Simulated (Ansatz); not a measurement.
# SiNH4 (SMILES N[SiH2]): levels of theory compared

Wanted: a comparison of 6 runs (U-wB97M-V/STO-3G, UB3LYP/STO-3G, RPA@PBE/STO-3G, UBCCD(T)/STO-3G, UCCSDT/STO-3G, UCCSD/STO-3G) of SiNH4. 

The calculation is run with Ansatz 0.2.0.

45 further runs of the same task are left out: 45 set aside as unsound or not needed.

### 1 The molecule

The species is SiNH4 (6 atoms), meant as a doublet with charge 0. SMILES: `N[SiH2]`. The Si2–N1 distance was set to 4.312 Å, away from the relaxed value. At this shape a bond of the SMILES string is far longer than usual.

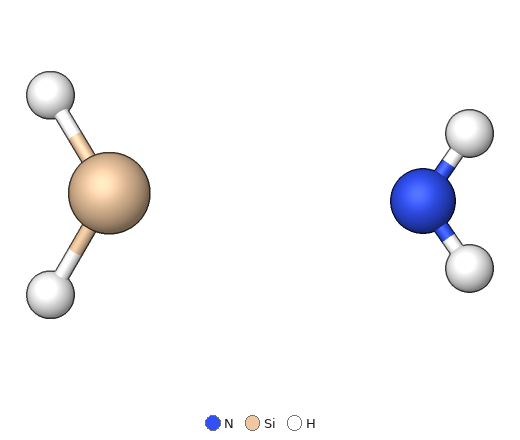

Viewed from a chosen angle; nitrogen blue, silicon light orange, hydrogen white.

### 2 A single-point energy at U-wB97M-V/STO-3G (run 1)

run.yaml

```yaml
crystal:
  periodic: [false, false, false]
  atoms:
    - {symbol: N, position_ang: [-0.616843, -3.381667, -0.190147]}
    - {symbol: Si, position_ang: [0.307400, 0.815300, 0.161600]}
    - {symbol: H, position_ang: [0.010457, -3.994067, -0.687447]}
    - {symbol: H, position_ang: [-1.058143, -3.864667, 0.576553]}
    - {symbol: H, position_ang: [0.657400, 1.307800, -1.204100]}
    - {symbol: H, position_ang: [-0.921600, 1.498900, 0.664300]}
basis:
  gaussian: {orbitals: STO-3G}
magnetization: {spin_polarized: true, initial_magnetization: 1}
hamiltonian: {xc: {name: wB97M-V}}
accuracy: high
```

Run with:

```console
$ ansatz run run.yaml --threads 1 --pin off --max-ram 2610MiB --events-out events.jsonl --progress --plain --runs-dir runs
```

Output:

```text
Warning: RAYON_NUM_THREADS=1 ignored (pool sized by the plan → 1); use --threads N
Functional definition: wB97M-V
  name "wB97M-V"
  parameter omega = 0.3/bohr
  parameter cx = 0.15
  parameter cx01 = 1.007
  parameter cx10 = 0.259
  parameter css00 = 0.443
  parameter css04 = -1.437
  parameter css10 = -4.535
  parameter css20 = -3.390
  parameter css43 = 4.278
  parameter cos00 = 1.000
  parameter cos10 = 1.358
  parameter cos20 = 2.924
  parameter cos21 = -8.812
  parameter cos60 = -1.390
  parameter cos61 = 9.142
  parameter b = 6.0
  parameter c = 0.01
  gx(w, u) = 1 - cx + cx01*u + cx10*w
  gss(w, u) = css00 + css04*u^4 + css10*w + css20*w^2 + css43*w^4*u^3
  gos(w, u) = cos00 + cos10*w + (cos20 + cos21*u)*w^2 + (cos60 + cos61*u)*w^6
  exchange = spin_sum(e_x_unif_sr(omega)*gx(b97_w, b97_u_x)) + cx*exact_x_sr(omega) + exact_x_lr(omega)
  correlation = spin_sum(e_c_pw_mod_same_spin*gss(b97_w, b97_u_same))
      + integral(e_c_pw_mod_opposite_spin*gos(b97_w_opposite, b97_u_opposite)) + vv10(b, c)
272 factors; integrals over basis functions are off by at most 1.3e-8 eV
145 factors; integrals over basis functions are off by at most 9.1e-10 eV
mean field evaluation 1: about -9303.3235 eV, gradient 2.1e1 eV
mean field evaluation 2: about -9184.5515 eV, gradient 6.1e1 eV
mean field evaluation 4: about -9297.6399 eV, gradient 2.6e1 eV
mean field evaluation 8: about -9305.0772 eV, gradient 1.4e1 eV
mean field evaluation 16: about -9315.2344 eV, gradient 2.7e-6 eV
mean field -9315.23437620 eV, -342.3285492328 hartree, gradient 7.9e-9 eV, S^2 0.752148; 2 other end points of the search recorded, 0 dependent functions left out
reference -9315.23437940 eV, -342.3285493504 hartree; 13, 12 occupied and 5, 6 virtual orbitals, 272 factors
Total energy: -9315.23437940 eV, -342.3285493504 hartree
```

Run time: 19 s. Hardware: 1 thread of Arm Neoverse V2, shared host; peak memory 0.5 GiB.

### 3 The energy at UB3LYP/STO-3G (run 2)

job.yaml

```yaml
crystal:
  periodic: [false, false, false]
  atoms:
    - {symbol: "N", position_ang: [-0.616843, -3.381667, -0.190147]}
    - {symbol: Si, position_ang: [0.307400, 0.815300, 0.161600]}
    - {symbol: H, position_ang: [0.010457, -3.994067, -0.687447]}
    - {symbol: H, position_ang: [-1.058143, -3.864667, 0.576553]}
    - {symbol: H, position_ang: [0.657400, 1.307800, -1.204100]}
    - {symbol: H, position_ang: [-0.921600, 1.498900, 0.664300]}
basis:
  gaussian:
    orbitals: STO-3G
magnetization:
  spin_polarized: true
  initial_magnetization: 1
hamiltonian:
  xc: {name: B3LYP}
accuracy: high
```

Run with:

```console
$ ansatz run job.yaml --threads 1 --pin off --max-ram 2610MiB --events-out events.jsonl --progress --plain --runs-dir runs
```

Output:

```text
Warning: RAYON_NUM_THREADS=1 ignored (pool sized by the plan → 1); use --threads N
Functional definition: B3LYP
  name "B3LYP"
  parameter a0 = 0.2
  parameter ax = 0.72
  parameter ac = 0.81
  exchange = (1 - a0 - ax)*slater_x + ax*b88_x + a0*exact_x
  correlation = (1 - ac)*vwn_rpa_c + ac*lyp_c
272 factors; integrals over basis functions are off by at most 1.3e-8 eV
mean field evaluation 1: about -9302.8850 eV, gradient 2.3e1 eV
mean field evaluation 2: about -9179.2912 eV, gradient 6.6e1 eV
mean field evaluation 4: about -9260.5682 eV, gradient 3.7e1 eV
mean field evaluation 8: about -9315.2214 eV, gradient 2.0e0 eV
mean field evaluation 16: about -9315.2230 eV, gradient 4.9e-3 eV
mean field evaluation 32: about -9315.2266 eV, gradient 2.2e-2 eV
mean field -9315.22683399 eV, -342.3282720616 hartree, gradient 1.4e-8 eV, S^2 0.839594; 4 other end points of the search recorded, 0 dependent functions left out
reference -9315.22686921 eV, -342.3282733560 hartree; 13, 12 occupied and 5, 6 virtual orbitals, 272 factors
Total energy: -9315.22686921 eV, -342.3282733560 hartree
```

Wall time 3.3 s (1 thread of Arm Neoverse V2, shared host); peak memory 0.13 GiB.

### 4 The energy at RPA@PBE/STO-3G (run 3)

input.yaml

```yaml
basis:
  gaussian: {orbitals: STO-3G}
crystal:
  periodic: [false, false, false]
  atoms:
    - symbol: "N"
      position_ang: [-0.616843, -3.381667, -0.190147]
    - symbol: Si
      position_ang: [0.307400, 0.815300, 0.161600]
    - symbol: H
      position_ang: [0.010457, -3.994067, -0.687447]
    - symbol: H
      position_ang: [-1.058143, -3.864667, 0.576553]
    - symbol: H
      position_ang: [0.657400, 1.307800, -1.204100]
    - symbol: H
      position_ang: [-0.921600, 1.498900, 0.664300]
hamiltonian: {xc: {name: PBE}}
correlation: {method: rpa, frozen_orbitals: {H: 0, "N": 1, Si: 5}}
magnetization: {spin_polarized: true, initial_magnetization: 1}
accuracy: high
```

Run with:

```console
$ ansatz run input.yaml --threads 1 --pin off --max-ram 2610MiB --events-out events.jsonl --progress --plain --runs-dir runs
```

Output (excerpt; [...] marks lines left out):

```text
Warning: RAYON_NUM_THREADS=1 ignored (pool sized by the plan → 1); use --threads N
Functional definition: PBE
  name "PBE"
[...]
272 factors; integrals over basis functions are off by at most 1.3e-8 eV
[...]
mean field -9308.29383947 eV, -342.0734892124 hartree, gradient 3.0e-8 eV, S^2 0.911266; 8 other end points of the search recorded, 0 dependent functions left out
6 core orbitals not correlated: weight in the atoms' cores, before any rotation towards them, 0.999 or more for the frozen orbitals, at most 0.000 for the correlated occupied ones
reference -9292.02374796 eV, -341.4755743775 hartree; 7, 6 occupied and 5, 6 virtual orbitals, 272 factors
Total energy: -9296.60437281 eV, -341.6439092360 hartree
```

Wall time 4.5 s (1 thread of Arm Neoverse V2, shared host); peak memory 0.13 GiB.

Runs 4 to 5 aren't shown in full; the table further down has their settings and results.

### 5 A single-point energy at UCCSD/STO-3G (run 6)

Changes to input.yaml since step 4:

```diff
@@ -1,3 +1 @@
-basis:
-  gaussian: {orbitals: STO-3G}
 crystal:
@@ -17,5 +15,13 @@
       position_ang: [-0.921600, 1.498900, 0.664300]
-hamiltonian: {xc: {name: PBE}}
-correlation: {method: rpa, frozen_orbitals: {H: 0, "N": 1, Si: 5}}
-magnetization: {spin_polarized: true, initial_magnetization: 1}
+basis:
+  gaussian:
+    orbitals: STO-3G
+magnetization:
+  spin_polarized: true
+  initial_magnetization: 1
+scf:
+  omitted_lower_state_checks: [cluster_reference, increment]
 accuracy: high
+correlation:
+  method: ccsd
+  frozen_orbitals: {H: 0, "N": 1, Si: 5}
```

Run with:

```console
$ ansatz run input.yaml --threads 1 --pin off --max-ram 2610MiB --events-out events.jsonl --progress --plain --runs-dir runs
```

Output:

```text
Warning: RAYON_NUM_THREADS=1 ignored (pool sized by the plan → 1); use --threads N
[... 14 lines left out ...]
6 core orbitals not correlated: weight in the atoms' cores, before any rotation towards them, 1.000 or more for the frozen orbitals, at most 0.000 for the correlated occupied ones
[... 45 lines left out ...]
Total energy: -9294.82669427 eV, -341.5785807545 hartree
Checks for a lower state left out: cluster_reference, increment
```

Run time: 0.34 s. Hardware: 1 thread of Arm Neoverse V2, shared host.

### 6 All runs side by side

```
run             level  frozen core orbitals  energy (Eh)   ⟨S²⟩  wall time
  1  U-wB97M-V/STO-3G                     –  -342.328549  0.752       19 s
  2     UB3LYP/STO-3G                     –  -342.328273  0.840      3.3 s
  3    RPA@PBE/STO-3G                     6  -341.643909  0.911      4.5 s
  4   UBCCD(T)/STO-3G                     6  -341.578807  1.144     0.38 s
  5     UCCSDT/STO-3G                     6  -341.578892  1.144     0.92 s
  6      UCCSD/STO-3G                     6  -341.578581  1.144     0.34 s
```

### 7 What came out

| quantity | value |
| --- | --- |
| run 6: total energy | -341.57858 Eh |
| run 6: correlation energy (6 core orbitals frozen) | -91.5 mEh |
| run 6: ⟨S²⟩ of the reference determinant | 1.144 |
| run 6: T1 diagnostic | 0.080 |

**Reading.** Totals of different functionals can't be ranked against each other. In runs 1, 2, 3, 4, 5, 6 the basis is minimal, so the values are rough. Spin contamination of the reference: run 4 ⟨S²⟩ = 1.14, run 5 ⟨S²⟩ = 1.14, run 6 ⟨S²⟩ = 1.14, run 3 ⟨S²⟩ = 0.91. All runs together took 28 s, the longest 19 s.
